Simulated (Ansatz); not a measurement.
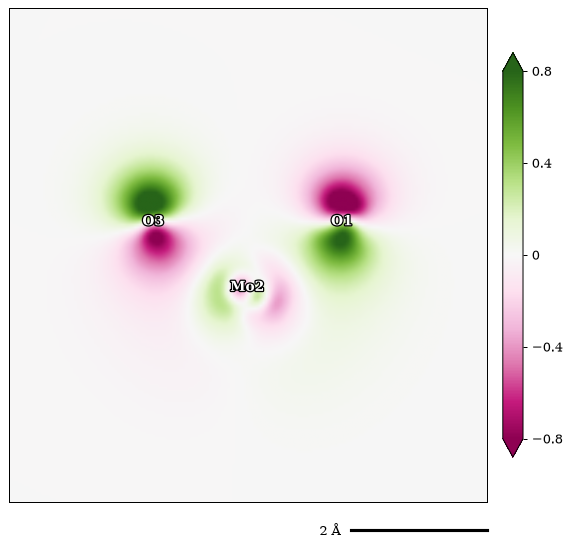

MoO₃ (SMILES [O]=[Mo](=[O])=[O]). The HOMO−1 on the plane of atoms O1, Mo2 and O3 (values in Å⁻³ᐟ²; the overall sign is arbitrary).

Geometry: PBE0-D4/def2-TZVP.

Theory: isolated molecule in a Gaussian basis; Kohn-Sham density functional theory, functional rPW86-PBE in Ansatz 0.2.0.

**Where does this orbital lie, and at what energy?**

Its weight (Hirshfeld) is mainly on O1 (about 35 %), O3 (about 35 %), O4 (about 25 %) and Mo2 (about 10 %); largely a combination of lone pairs on O1, O3 and O4. It is one of a degenerate set, so its orientation is arbitrary. Its energy is −2.92 eV.
